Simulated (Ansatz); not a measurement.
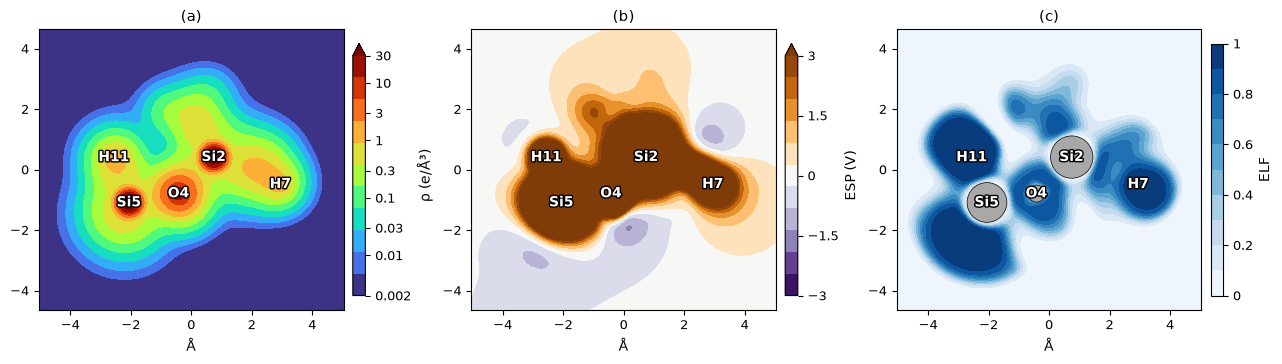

Figure 1: ClH₅N₂OSi₂. (a) electron density; (b) electrostatic potential; (c) electron localisation function on the plane of atoms Si2, O4 and Si5. Grey discs cover the atomic cores in the ELF map.

Computed with RKS B3LYP-D4/def2-SVP (Ansatz).

Input

```
crystal:
  periodic: [false, false, false]
  atoms:
    - { symbol: "N", position_ang: [-1.483, -1.2751, 0.3497] }
    - { symbol: Si, position_ang: [0.1316, -1.2506, 0.0017] }
    - { symbol: "N", position_ang: [0.5071, -0.4699, 1.4517] }
    - { symbol: O, position_ang: [0.3947, -0.1663, -1.0263] }
    - { symbol: Si, position_ang: [0.509, 0.8926, -2.0714] }
    - { symbol: Cl, position_ang: [-0.2706, 2.5697, -1.0782] }
    - { symbol: H, position_ang: [-1.8195, -0.2713, 0.2093] }
    - { symbol: H, position_ang: [-1.5636, -1.3742, 1.3336] }
    - { symbol: H, position_ang: [0.1459, 0.4813, 1.4466] }
    - { symbol: H, position_ang: [1.5464, -0.3064, 1.4784] }
    - { symbol: H, position_ang: [1.9674, 1.1131, -2.0746] }
basis:
  gaussian: { orbitals: def2-SVP }
hamiltonian:
  xc: b3lyp
  dispersion: d4
relax:
  f_tol: 0.02
  max_steps: 50
output:
  orbitals: {}
```

Run with:

```sh
ansatz run input.yaml --threads 2 --pin off --max-ram 3072MiB --backend cpu --events-out ev --progress --plain --runs-dir out
```

The fields are those of the run's last geometry, not of the input's.

**What do the fields say about this system?**

- The plane passes through Si, O and H nuclei.
- Si–O (1.67 Å): ρ is about 1 e/Å³ halfway; the ELF peaks at about 0.85 between the atoms: a polar covalent bond.
- Si–H (1.56 Å): ρ at the midpoint is about 0.7 e/Å³; the ELF climbs to about 1 towards the hydrogen, as it does in any bond to H.
- The ELF also peaks beside Si5 and O4, away from the bonds: lone-pair regions.
- Outside the dense part of the molecule the potential is most negative (−1.4 V) near O4.
